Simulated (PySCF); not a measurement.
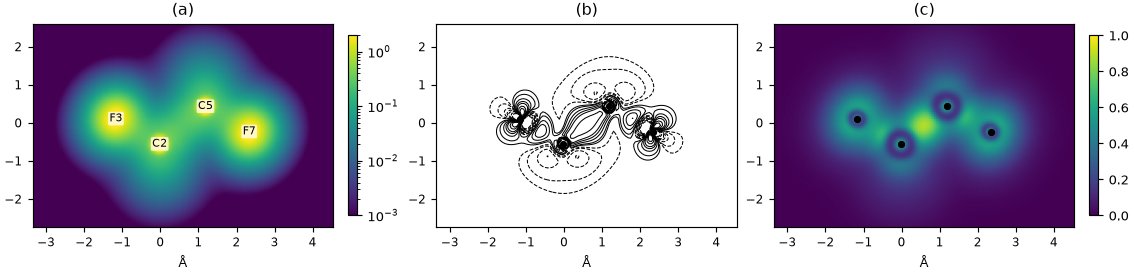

C$_{2}$F$_{6}$, SMILES `FC(F)(F)C(F)(F)F`. Three fields in the plane of C2, F3, C5 and F7. (b): solid lines positive, dashed lines negative.

Method: ωB97X/def2-TZVP; geometry: GFN2-xTB; program: PySCF. No frequency check shows the geometry to be a minimum.

Geometry (Å), atoms numbered from 1:

```
F1       1.2442   -0.7466    0.9948
C2       0.7794    0.0001   -0.0000
F3       1.2438    1.2351    0.1491
F4       1.2442   -0.4883   -1.1438
C5      -0.7793   -0.0001   -0.0001
F6      -1.2441    0.4835    1.1459
F7      -1.2441   -1.2342   -0.1541
F8      -1.2440    0.7505   -0.9917
```

### The panels show, in some order, the electron density, localised orbital locator (LOL) and deformation density. Which is which?

(a) is the electron density: it is positive everywhere and peaks at the nuclei. (b) is the deformation density: it has both signs, with gains where valence electrons gather and losses around them. (c) is the localised orbital locator (LOL): it runs from 0 to 1, peaks where electrons are localised, as in bonds, and fades smoothly outside.
